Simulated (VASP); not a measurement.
Band structure of GdN (rock salt). Method: PBE GGA with D4 dispersion, VASP's PBE PAW potentials (set 64) (plane waves; VASP).

The 4f electrons are frozen in the core of the lanthanide potential, so 4f levels, which can set the real gap, and their magnetism are missing.

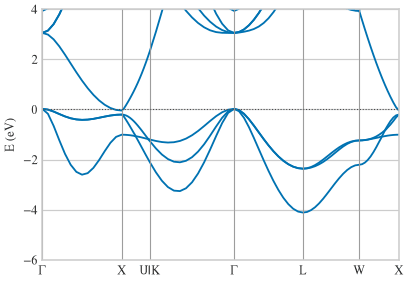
Bands along high-symmetry lines, zero at the valence-band maximum or, without a gap, the Fermi level

**Question.** Read the plot: is there a gap, and where are the band edges?

**Answer.** It has no gap at this level: it comes out as a metal or semimetal. (Edges off the drawn lines would not show.)

The compound is GdN in the rock salt structure. It was relaxed first.
